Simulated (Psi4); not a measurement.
HfF4 (SMILES [F][Hf]([F])([F])[F]): methods side by side

HfF4 has 5 atoms, charge 0, and is taken as a singlet. As SMILES, `[F][Hf]([F])([F])[F]`. Geometry: optimised at PBE0/def2-TZVP.

Each level gives the HOMO–LUMO gap (eV). The values are calculated.

| level | kind | program | value (eV) | CPU time |
| --- | --- | --- | --- | --- |
| PBE-D4/def2-TZVPP (density fitting, core potential) | GGA | Psi4 | 8.49 | 21 s |
| r2SCAN-D4/def2-TZVPP (density fitting, core potential) | meta-GGA | Psi4 | 9.41 | 43 s |
| B3LYP-D4/def2-TZVPP (density fitting, core potential) | global hybrid | Psi4 | 10.59 | 21 s |
| PBE0-D4/def2-TZVPP (density fitting, core potential) | global hybrid | Psi4 | 11.27 | 24 s |
| wB97M-V/def2-TZVPP (density fitting, core potential) | range-separated hybrid | Psi4 | 15.00 | 42 s |

The values span 8.49 to 15.00 eV. Orbital gaps aren't excitation energies; they tend to grow with the share of exact exchange. Times are those of the runs behind each value, whatever else they computed, on shared processors of several kinds: orders of magnitude only.

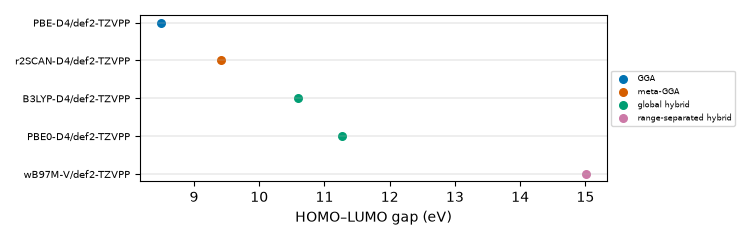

The values of the table, level by level.
